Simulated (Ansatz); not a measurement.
# PBE/STO-3G run of SnClF (SMILES [F][Sn][Cl])

What is the electronic atomisation energy of SnClF at PBE/STO-3G? 

Program for the calculation: Ansatz 0.2.0.

59 further runs of the same task are left out: 12 that didn't finish, 47 set aside as unsound or not needed.

### Step 1. The system as given

SnClF has 3 atoms, charge 0, and is taken as a singlet. As SMILES, `[F][Sn][Cl]`. The shape is that of a PBE0-D4/def2-TZVP optimisation.

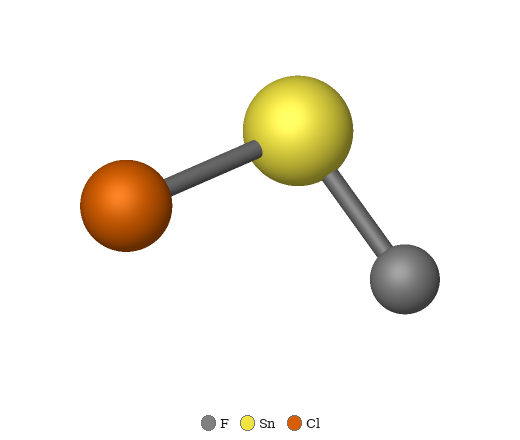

Viewed from a chosen angle; fluorine grey, tin yellow, chlorine orange.

### Step 2. The energy at PBE/STO-3G

molecule.yaml reads:

```yaml
crystal:
  periodic: [false, false, false]
  atoms:
    - {symbol: F, position_ang: [-1.389600, 0.223100, -0.744400]}
    - {symbol: Sn, position_ang: [0.164300, 0.898100, 0.190700]}
    - {symbol: Cl, position_ang: [1.214300, -1.186000, 0.540500]}
basis:
  gaussian: {orbitals: STO-3G}
hamiltonian: {xc: {name: PBE}}
accuracy: high
```

On the command line:

```
$ ansatz run molecule.yaml --threads 1 --pin off --max-ram 2610MiB --events-out events.jsonl --progress --plain --runs-dir runs
```

Standard output:

```text
Warning: RAYON_NUM_THREADS=1 ignored (pool sized by the plan → 1); use --threads N
Functional definition: PBE
  name "PBE"
  parameter kappa = 0.804
  parameter beta = 0.06672455060314922
  exchange = pbe_x(kappa = kappa, mu = beta*pi^2/3)
  correlation = pbe_c(beta = beta)
752 factors; integrals over basis functions are off by at most 5.4e-9 eV
mean field evaluation 1: about -177364.0195 eV, gradient 1.5e1 eV
mean field evaluation 2: about -177350.8033 eV, gradient 7.1e1 eV
mean field evaluation 4: about -177365.3656 eV, gradient 5.8e0 eV
mean field evaluation 8: about -177365.4617 eV, gradient 7.5e-2 eV
mean field evaluation 16: about -177365.4617 eV, gradient 2.5e-6 eV
mean field -177365.46173618 eV, -6518.0604961768 hartree, gradient 3.4e-9 eV, S^2 0.000000; 0 other end points of the search recorded, 0 dependent functions left out
reference -177365.46173780 eV, -6518.0604962364 hartree; 38, 38 occupied and 3, 3 virtual orbitals, 752 factors
Total energy: -177365.46173780 eV, -6518.0604962364 hartree
```

Run time: 2.4 s. Hardware: 1 thread of Arm Neoverse V1, shared host; peak memory 0.11 GiB.

### Step 3. The Cl atom, same level

input.yaml reads:

```yaml
crystal:
  periodic: [false, false, false]
  atoms:
    - {symbol: Cl, position_ang: [0.000000, 0.000000, 0.000000]}
basis:
  gaussian: {orbitals: STO-3G}
magnetization: {spin_polarized: true, initial_magnetization: 1}
hamiltonian: {xc: {name: PBE}}
accuracy: high
```

Run the same way, it converges to -454.91342 Eh (log not shown).

### Step 4. The F atom

run.yaml reads:

```yaml
crystal:
  periodic: [false, false, false]
  atoms:
    - {symbol: F, position_ang: [0.000000, 0.000000, 0.000000]}
basis:
  gaussian:
    orbitals: STO-3G
hamiltonian:
  xc: pbe
magnetization:
  spin_polarized: true
  initial_magnetization: 1
accuracy: high
```

On the command line:

```
$ ansatz run run.yaml --threads 1 --pin off --max-ram 2610MiB --events-out events.jsonl --progress --plain --runs-dir runs
```

Standard output, shortened:

```text
Warning: RAYON_NUM_THREADS=1 ignored (pool sized by the plan → 1); use --threads N
[... 6 set-up lines as earlier in the session ...]
15 factors; integrals over basis functions are off by at most 1.2e-9 eV
mean field evaluation 1: about -2671.3014 eV, gradient 5.5e-12 eV
mean field evaluation 2: about -2671.3023 eV, gradient 3.7e-11 eV
mean field evaluation 4: about -2671.3022 eV, gradient 0.0e0 eV
mean field evaluation 8: about -2671.3022 eV, gradient 2.7e-2 eV
mean field evaluation 16: about -2671.3022 eV, gradient 2.3e-12 eV
mean field -2671.30230684 eV, -98.1685491027 hartree, gradient 1.4e-23 eV, S^2 0.750000; 5 other end points of the search recorded, 0 dependent functions left out
reference -2671.30230714 eV, -98.1685491137 hartree; 5, 4 occupied and 0, 1 virtual orbitals, 15 factors
Total energy: -2671.30230714 eV, -98.1685491137 hartree
```

Wall time 0.44 s (1 thread of Arm Neoverse V1, shared host).

### Step 5. The Sn atom, same level

molecule.yaml reads:

```yaml
crystal:
  periodic: [false, false, false]
  atoms:
    - {symbol: Sn, position_ang: [0.000000, 0.000000, 0.000000]}
basis:
  gaussian: {orbitals: STO-3G}
magnetization: {spin_polarized: true, initial_magnetization: 2}
hamiltonian: {xc: pbe}
accuracy: high
```

Run the same way, it converges to -5964.56879 Eh (log not shown).

### Step 6. Outcome

At PBE/STO-3G:

| quantity | value |
| --- | --- |
| molecule: total energy | -6518.06050 Eh |
| Cl atom: total energy | -454.91342 Eh |
| Cl atom: ⟨S²⟩ | 0.750 |
| F atom: total energy | -98.16855 Eh |
| F atom: ⟨S²⟩ | 0.750 |
| Sn atom: total energy | -5964.56879 Eh |
| Sn atom: ⟨S²⟩ | 2.000 |
| electronic atomisation energy | 11.150 eV |

**Reading.** Taking the molecule apart into free atoms costs 11.15 eV (257 kcal/mol), before zero-point energy and without spin-orbit coupling. In a minimal basis such a difference can be off by several eV, whatever the method. Relativity is left out (molecule) although the molecule holds a heavy atom. Relativity is left out (Sn atom) although the molecule holds a heavy atom.
